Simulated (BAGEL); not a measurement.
# triplet GaNH2ClF at ROHF/6-31G(d) (density fitting with qzvpp-jkfit, spherical functions)

Wanted: the energy of triplet GaNH2ClF. 

The results are computed with BAGEL 1.2.2.

5 further runs of the same task are left out: 2 that didn't finish, 3 set aside as unsound or not needed. Runs told in other sessions of the task aren't counted.

### Step 1. The structure to begin with

GaNH2ClF: 6 atoms, total charge 0, spin state triplet. As SMILES of the parent species, `[NH2][Ga]([F])[Cl]`. Geometry: relaxed at PBE0-D4/def2-TZVP. That shape belongs to the parent species and isn't relaxed for this state.

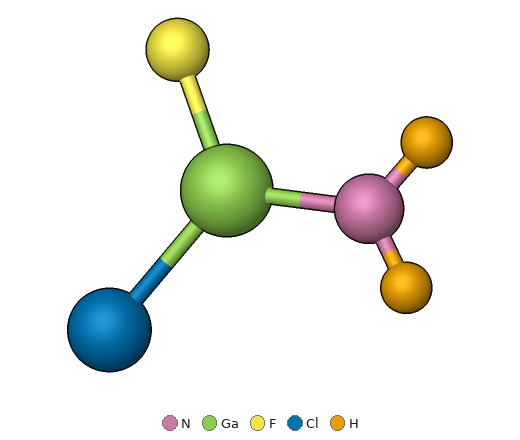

The structure, seen from a chosen angle (nitrogen pink, gallium green, fluorine yellow, chlorine blue, hydrogen amber).

### Step 2. The energy at ROHF/6-31G(d) (density fitting with qzvpp-jkfit, spherical functions)

Input file calc.json:

```json
{ "bagel": [

{
  "title": "molecule",
  "basis": "6-31gs.json",
  "df_basis": "qzvpp-jkfit",
  "angstrom": true,
  "geometry": [
    { "atom": "N", "xyz": [      -0.193400,       1.027000,      -0.045900 ] },
    { "atom": "Ga", "xyz": [       0.233000,      -0.711000,       0.012900 ] },
    { "atom": "F", "xyz": [       1.569300,      -1.221300,       1.009300 ] },
    { "atom": "Cl", "xyz": [      -0.740100,      -2.208600,      -1.123700 ] },
    { "atom": "H", "xyz": [       0.201900,       1.691500,       0.596800 ] },
    { "atom": "H", "xyz": [      -1.028600,       1.358600,      -0.495600 ] }
  ]
},

{ "title": "rohf", "nopen": 2 },

{ "title": "print", "file": "orbitals.molden", "orbitals": true }

]}
```

The basis set 6-31G* is read from a file made from the Basis Set Exchange's data (not shown).

Started as:

```bash
BAGEL_NUM_THREADS=1 BAGEL calc.json > calc.out
```

The program printed:

```text
* using 1 threads per process

  ===============================================================
  ===============================================================

  *** Geometry ***

  { "atom" : "N", "xyz" : [     -0.365473,      1.940749,     -0.086738 ] },
  { "atom" : "Ga", "xyz" : [      0.440306,     -1.343595,      0.024377 ] },
  { "atom" : "F", "xyz" : [      2.965547,     -2.307923,      1.907301 ] },
  { "atom" : "Cl", "xyz" : [     -1.398586,     -4.173649,     -2.123485 ] },
  { "atom" : "H", "xyz" : [      0.381536,      3.196472,      1.127789 ] },
  { "atom" : "H", "xyz" : [     -1.943772,      2.567382,     -0.936548 ] },

  Number of auxiliary basis functions:      584

  Since a DF basis is specified, we compute 2- and 3-index integrals:
    o Being stored without compression. Storage requirement is 0.031 GB

  Number of basis functions:       82
  Number of electrons      :       66

    * METHOD: MOLECULE                             0.41

  *** Open-shell HF ***

  === Nuclear Repulsion ===
   362.4606926516

      * DIIS with orbital gradients will be used.

  === ROHF iteration (6-31gs.json) ===
      0      -2537.21063283          0.03584835           0.29
      1      -2537.34025784          0.02618173           0.29
      2      -2537.38912830          0.01807422           0.29
      3      -2537.42950561          0.00106966           0.28
      4      -2537.43047900          0.00064789           0.29
      5      -2537.43100496          0.00035500           0.30
      6      -2537.43134339          0.00030583           0.30
      7      -2537.43168989          0.00026784           0.30
      8      -2537.43200681          0.00024172           0.30
      9      -2537.43230893          0.00022598           0.30
     10      -2537.43281462          0.00016361           0.30
     11      -2537.43293314          0.00016398           0.30
     12      -2537.43315653          0.00016834           0.30
     13      -2537.43314798          0.00009948           0.29
     14      -2537.43318135          0.00004676           0.29
     15      -2537.43319293          0.00001249           0.30
     16      -2537.43319258          0.00000740           0.29
     17      -2537.43319319          0.00000328           0.29
     18      -2537.43319316          0.00000178           0.30
     19      -2537.43319321          0.00000110           0.30
     20      -2537.43319323          0.00000066           0.30
     21      -2537.43319326          0.00000034           0.30
     22      -2537.43319327          0.00000021           0.29
     23      -2537.43319328          0.00000015           0.30
     24      -2537.43319328          0.00000011           0.30
     25      -2537.43319329          0.00000009           0.29
     26      -2537.43319328          0.00000006           0.29
     27      -2537.43319328          0.00000004           0.29
     28      -2537.43319329          0.00000002           0.29
     29      -2537.43319329          0.00000001           0.30
    * SCF iteration converged.

    * S^2 (ROHF) is 2.0000

    * Permanent dipole moment:
           (    0.136558,    -2.935165,     0.762506) a.u.

    * METHOD: ROHF                                 9.16

    * METHOD: PRINT                                0.01

  ===============================================================
```

Run time: 9.9 s. Hardware: 1 thread of Arm Neoverse V1, shared host; peak memory 0.15 GiB.

### Step 3. Results

At ROHF/6-31G* (density fitting with qzvpp-jkfit, spherical functions):

```
     quantity           value
 total energy  -2537.43319 Eh
dipole moment          7.72 D
         ⟨S²⟩           2.000
```
